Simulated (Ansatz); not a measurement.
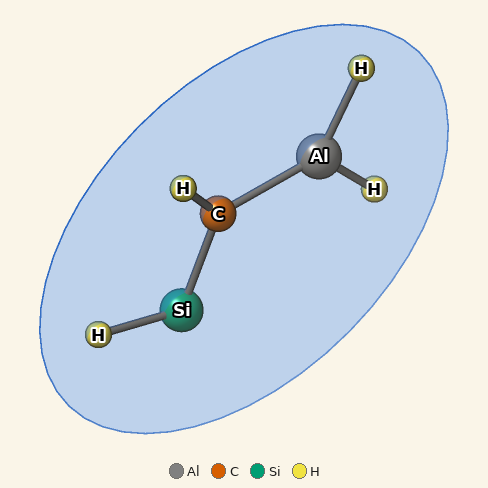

All proper rotation axes (lines) and mirror planes (discs) of the structure are drawn in. Atoms fade into the background with distance from the viewer. Charge −1, singlet. The computed structure is the end point of a PBE-D4/def2-SVPD optimisation. No frequency run is at hand to confirm it as a minimum.

Question: Name the symmetry elements and the point group.

Answer: It has 1 mirror plane. Point group Cs. The group has 2 operations. The geometry is achiral, and symmetry allows a dipole moment.
